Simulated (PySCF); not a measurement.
# CH5BS (SMILES BSC): PBE0/def2-SVP

Aim: the vertical singlet–triplet gap of CH5BS at PBE0/def2-SVP, from 2 runs. 

The calculation is run with PySCF 2.14.0.

**1. The structure to begin with**

CH5BS: 8 atoms, total charge 0, spin state singlet. SMILES: `BSC`. The coordinates come from a PBE0-D4/def2-TZVP relaxation.

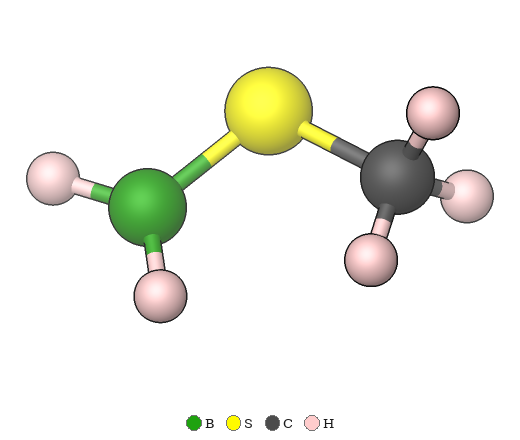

The structure, seen from a chosen angle (boron green, sulfur yellow, carbon dark grey, hydrogen pink).

**2. A single-point energy at PBE0/def2-SVP**

Contents of run.py:

```python
from pyscf import gto, dft

molecule = gto.Mole()
molecule.atom = '''
B     -1.643873     1.805444    -1.715871
S      1.337548     1.614015    -0.300466
C      1.401043    -1.390272     1.328288
H     -3.151685     0.142296    -1.493451
H     -2.052432     3.680809    -2.896761
H      1.720785    -1.060136     3.335556
H      2.947217    -2.526564     0.580713
H     -0.384559    -2.373496     1.056735
'''
molecule.unit = 'bohr'
molecule.verbose = 3
molecule.basis = 'def2-svp'
molecule.max_memory = 1860
molecule.spin = 0
molecule.build()

mf = dft.RKS(molecule)
mf.xc = 'pbe0'
mf.grids.level = 4
mf.conv_tol = 1e-10
mf.kernel()
if not mf.converged:
    mf = mf.newton().run(mf.mo_coeff, mf.mo_occ)

e_final = mf.e_tot
print('E = %.10f Eh' % e_final)
```

Command:

```
OMP_NUM_THREADS=1 python run.py
```

Log:

```text
converged SCF energy = -463.760956325068
E = -463.7609563251 Eh
```

Wall time 6.6 s (1 thread of Intel Xeon Platinum 8375C at 2.90GHz (Ice Lake), shared host); peak memory 0.35 GiB.

**3. The triplet at the same level**

Contents of mol.xyz:

```xyz
8
CH5BS
B     -0.869900     0.955400    -0.908000
S      0.707800     0.854100    -0.159000
C      0.741400    -0.735700     0.702900
H     -1.667800     0.075300    -0.790300
H     -1.086100     1.947800    -1.532900
H      0.910600    -0.561000     1.765100
H      1.559600    -1.337000     0.307300
H     -0.203500    -1.256000     0.559200
```

Contents of calc.py:

```python
from pyscf import gto, dft

mol = gto.Mole()
mol.atom = 'mol.xyz'
mol.spin = 2
mol.basis = 'def2-svp'
mol.verbose = 4
mol.charge = 0
mol.max_memory = 1860
mol.build()

calc0 = dft.UKS(mol, xc='pbe0')
calc0.grids.level = 4
calc0.conv_tol = 1e-10
calc0.kernel()
if not calc0.converged:
    calc0 = calc0.newton().run(calc0.mo_coeff, calc0.mo_occ)

etot = calc0.e_tot
print('E(%s) = %.9f' % ('PBE0', etot))
```

Command:

```
OMP_NUM_THREADS=1 python calc.py
```

Log:

```text
PySCF version 2.14.0

[... 56 lines left out ...]
[... the frontier-level lines of each cycle are left out ...]
[... 5 lines left out ...]
[... 5 lines left out ...]
[... 5 lines left out ...]
[... 5 lines left out ...]
[... 5 lines left out ...]
[... 5 lines left out ...]
[... 5 lines left out ...]
[... 5 lines left out ...]
[... 5 lines left out ...]
[... 5 lines left out ...]
[... 5 lines left out ...]

cycle= 12 E= -463.590664342121  delta_E= -1.06e-08  |g|= 1.27e-05  |ddm|= 0.00048


cycle= 13 E= -463.590664343365  delta_E= -1.24e-09  |g|= 7.85e-06  |ddm|= 0.000137


cycle= 14 E= -463.590664343787  delta_E= -4.22e-10  |g|= 5.21e-06  |ddm|= 7.35e-05


cycle= 15 E= -463.590664343933  delta_E= -1.46e-10  |g|= 2.13e-06  |ddm|= 4.39e-05


cycle= 16 E= -463.590664343954  delta_E= -2.11e-11  |g|= 6.06e-07  |ddm|= 1.76e-05


Extra cycle  E= -463.590664343956  delta_E= -2.27e-12  |g|= 4.4e-07  |ddm|= 2.11e-06
converged SCF energy = -463.590664343956  <S^2> = 2.0087534  2S+1 = 3.0058299
E(PBE0) = -463.590664344
```

Run time: 14 s. Hardware: 1 thread of Intel Xeon Platinum 8375C at 2.90GHz (Ice Lake), shared host; peak memory 0.36 GiB.

**4. Results**

At PBE0/def2-SVP:

```
                                        quantity          value
                           singlet: total energy  -463.76096 Eh
                          singlet: dipole moment         1.76 D
                            singlet: HOMO energy       -7.82 eV
                            singlet: LUMO energy       -0.89 eV
                          singlet: HOMO–LUMO gap        6.94 eV
                           triplet: total energy  -463.59066 Eh
                          triplet: dipole moment         5.26 D
     triplet: HOMO energy (highest over α and β)       -3.26 eV
                                   triplet: ⟨S²⟩          2.009
vertical energy of the triplet above the singlet       4.634 eV
```

**Reading.** At this shape the triplet lies 4.63 eV (107 kcal/mol) above the singlet.
